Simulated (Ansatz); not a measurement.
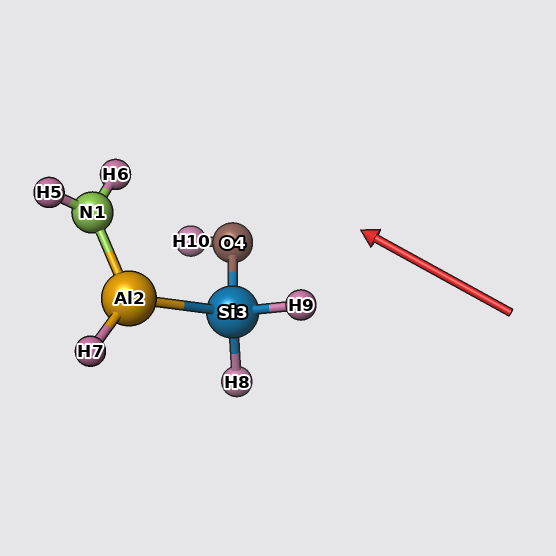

The arrow beside the molecule shows the direction of the dipole moment, from the negative to the positive end (its length means nothing). The computed structure is the end point of a PBE-D4/def2-SVP optimisation. No frequency run is at hand to confirm it as a minimum. Level of theory: RKS PBE-D4/def2-SVP (Ansatz 0.2.0).

Q: How large is the dipole moment?

A: 2.18 D; it points from the side of H9 to the side of H5 (the outermost atoms at the two ends).
